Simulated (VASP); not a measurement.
Given:

```
Zr
1.0
    0.00000     3.09310     3.09310
    3.09310     0.00000     3.09310
    3.09310     3.09310     0.00000
Zr
2
Direct
  0.75000   0.75000   0.75000
  0.50000   0.50000   0.50000
```

All values below come from r2SCAN meta-GGA, VASP's PBE PAW potentials (set 64) (plane waves; VASP). Numerical set-up: 400 eV cut-off, 11×11×11 Γ-centred mesh, tetrahedra with Blöchl corrections, potentials Zr_sv.

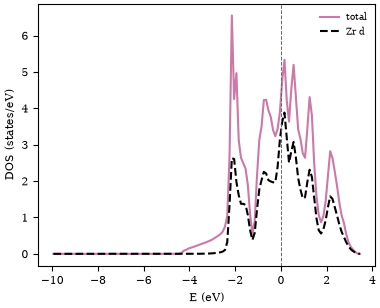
Fig. 1. Total and projected density of states, zero at the Fermi level

Within 2 eV below the Fermi level the largest weight inside VASP's projection spheres is Zr d.

It has no gap at this level: it comes out as a metal or semimetal.

The structure was generated: Zr was put into the diamond type (Fd-3m), which need not be its known phase. It was relaxed first, which changed the volume by -11 %.
